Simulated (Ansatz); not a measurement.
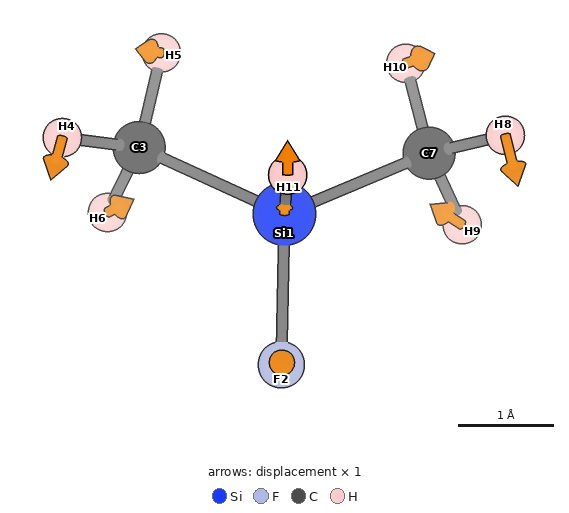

This is a relaxation of C₂H₇FSi. The starting structure is drawn; orange arrows show the displacements, at their true length. The two geometries are superimposed by the best rigid fit.

Style: ball-and-stick. Shown from a free direction.

The run prepares the start of a later molecular dynamics calculation, from a guessed geometry.

Theory: RKS LDA/6-31G (Ansatz).

The input:
```yaml
crystal:
  periodic: [false, false, false]
  atoms:
    - { symbol: Si, position_ang: [0.0, 0.0, 0.0] }
    - { symbol: F, position_ang: [0.0, 0.0, 1.59] }
    - { symbol: C, position_ang: [1.7634, 0.0, -0.6227] }
    - { symbol: H, position_ang: [2.1111, -1.0463, -0.7509] }
    - { symbol: H, position_ang: [1.8119, 0.5276, -1.5981] }
    - { symbol: H, position_ang: [2.4154, 0.5187, 0.1108] }
    - { symbol: C, position_ang: [-0.8808, 1.5259, -0.6227] }
    - { symbol: H, position_ang: [-1.9334, 1.2723, -0.8671] }
    - { symbol: H, position_ang: [-0.8624, 2.3106, 0.1622] }
    - { symbol: H, position_ang: [-0.3704, 1.9025, -1.5336] }
    - { symbol: H, position_ang: [-0.6877, -1.1914, -0.4862] }
basis:
  gaussian: { orbitals: "6-31G" }
hamiltonian:
  xc: lda
relax:
  f_tol: 0.02
  max_steps: 40
```

Run as
```bash
ansatz run input.yaml --threads 1 --pin off --max-ram 2048MiB --backend cpu --events-out ev --progress --plain --runs-dir out
```

Atoms of which element are displaced furthest, and by how much?

Hydrogen: up to 0.62 Å, against 0.40 Å for fluorine.

Describe the change and its energy.

The atom that moves furthest after the best rigid fit is H8 (0.62 Å). By element the largest moves are H 0.62 Å, F 0.40 Å, Si 0.17 Å, C 0.08 Å. Some distances before and after: Si1–F2 1.590 → 1.705 Å, Si1–H11 1.459 → 1.521 Å, Si1–C3 1.870 → 1.877 Å, C3–H4 1.110 → 1.104 Å. Bond angles that change, for instance: F2–Si1–H11 109.5° → 106.3°, Si1–C7–H8 109.5° → 111.6°, Si1–C3–H4 109.5° → 111.6°. Groups turn about Si1–C7 by about 35°, Si1–C3 by about 30°. After 7 accepted moves (9 points after the start) the energy has fallen by 0.361 eV. The largest force component goes from 4.1 to 0.009 eV/Å. The line search rejected the trial steps at points 4, 7 of the run. The forces were under the threshold at step 5, but the run went on from there. The run took 18 s on 1 thread of Arm Neoverse V2, on a shared host, peak memory 0.13 GiB.

Limits of the set-up: the basis has no polarisation functions, which atoms past neon need.
